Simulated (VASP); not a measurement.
Band structure of Y (hcp). These are PBE GGA with D4 dispersion, VASP's PBE PAW potentials (set 64) (plane waves; VASP) values and carry that method's errors.

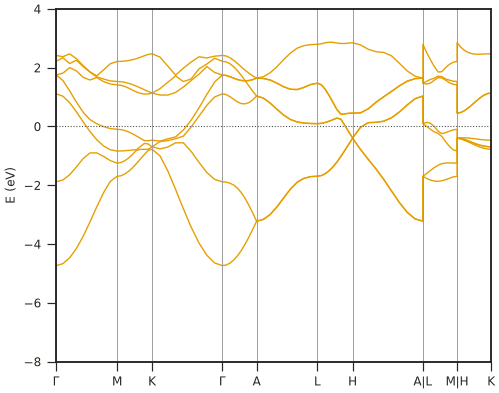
Fig. 1. Bands along high-symmetry lines, zero at the valence-band maximum or, without a gap, the Fermi level

**Question.** Read the plot: is there a gap, and where are the band edges?

**Answer.** It has no gap at this level: it comes out as a metal or semimetal. (Edges off the drawn lines would not show.)

The compound is Y in the hcp structure. It was relaxed first.
